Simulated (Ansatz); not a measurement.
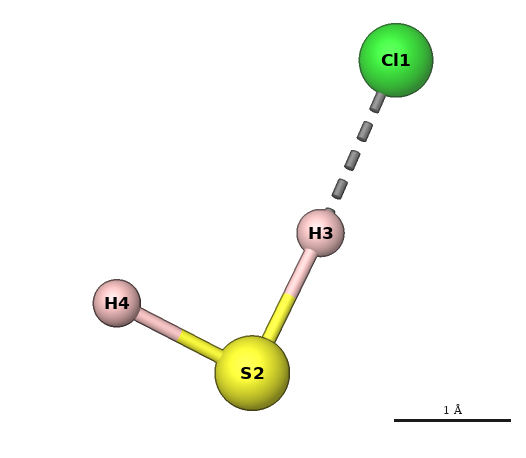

Source: calculation with Ansatz.

Broken lines mark hydrogen bonds. State: charge −1, singlet. Geometry: a pair of rigid molecules at a changed separation.

Tabulate the hydrogen bonds (donors O, N, F, S, Cl) with their geometry.

```csv
D–H···A,D–H (Å),H···A (Å),angle (°),kind
S2–H3···Cl1,1.44,1.73,178,intermolecular
```
